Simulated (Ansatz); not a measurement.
How methods differ on [P2H3]− (SMILES [PH-]P)

[P2H3]−: 5 atoms, total charge -1, spin state singlet. SMILES: `[PH-]P`. Geometry: relaxed at GFN2-xTB. This is one conformer, not always the lowest.

Quantity: the vertical energy of the triplet above the singlet, in eV. The values are calculated.

| level | kind | program | value (eV) | less FCI/STO-3G | CPU time (all runs) |
| --- | --- | --- | --- | --- | --- |
| HF/STO-3G | Hartree–Fock | Ansatz | 5.64 | -0.43 | 0.21 s |
| SVWN5/STO-3G | LDA | Ansatz | 6.07 | 0.00 | 1.4 s |
| PBE/STO-3G | GGA | Ansatz | 5.95 | -0.12 | 2.2 s |
| r2SCAN0/STO-3G | hybrid meta-GGA | Ansatz | 5.86 | -0.21 | 4.1 s |
| MP2/STO-3G | perturbation theory | Ansatz | 5.99 | -0.08 | 0.22 s |
| CCSDT(Q)/STO-3G | coupled cluster or CI | Ansatz | 6.07 | 0.00 | 0.69 s |
| CCSDT/STO-3G | coupled cluster or CI | Ansatz | 6.07 | 0.00 | 0.55 s |
| CCSDTQ/STO-3G | coupled cluster or CI | Ansatz | 6.07 | 0.00 | 26 s |
| FCI/STO-3G | exact in the basis | Ansatz | 6.07 | 0.00 | 1.8 s |

FCI/STO-3G is exact within its basis and frozen core, so for wave-function methods in that basis the difference is their error; functionals converge differently with the basis, so for them it is only a difference. Sets without diffuse functions describe the anion poorly. The values span 5.64 to 6.07 eV. A triplet this far above the singlet is often a Rydberg-like or dissociative state; sets without diffuse functions put Rydberg states too high. All rows use very small basis sets, so even the best lies far from the true value. Times are those of the runs behind each value, whatever else they computed, on shared processors of several kinds: orders of magnitude only.

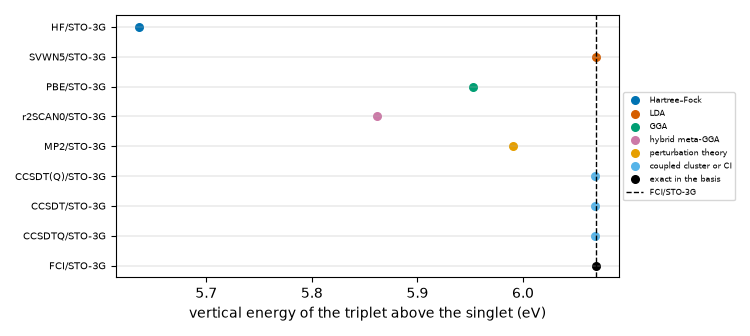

The values of the table, level by level.
